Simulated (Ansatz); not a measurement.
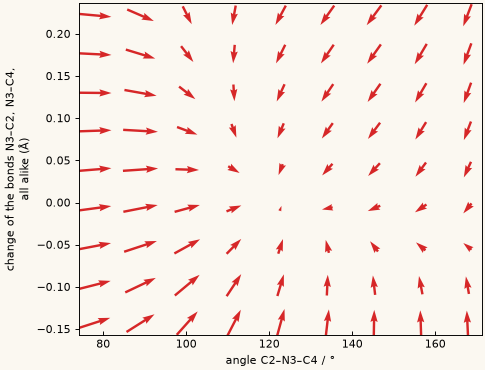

C₃H₅NSn, SMILES C#CN=[CH][SnH3]. Coordinates scanned: (1) angle C2–N3–C4; (2) change of the bonds N3–C2, N3–C4, all alike. Nothing is relaxed (all other coordinates rigid). Grid: 9 × 9 points. Points are written as (first, second). Computed with RKS PBE0-D4/def2-SVP (Ansatz).

In the figure: arrows along the force (downhill), their lengths compressed.

### The arrows alone are given. Where is the energy lowest?

The arrows converge at about (123°, 0.000 Å) (read from the interpolated surface).

The energy map of the same scan:

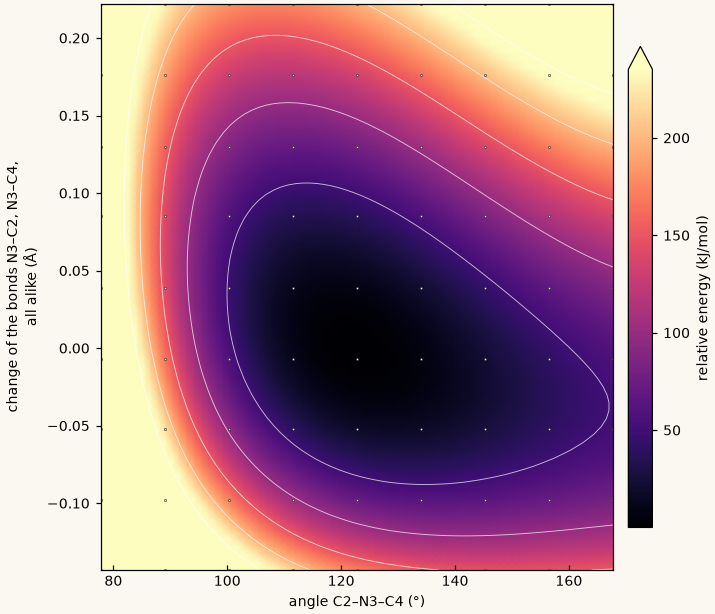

Energies are in kJ/mol, from the relaxed molecule at the same level; between grid points the surface is interpolated.
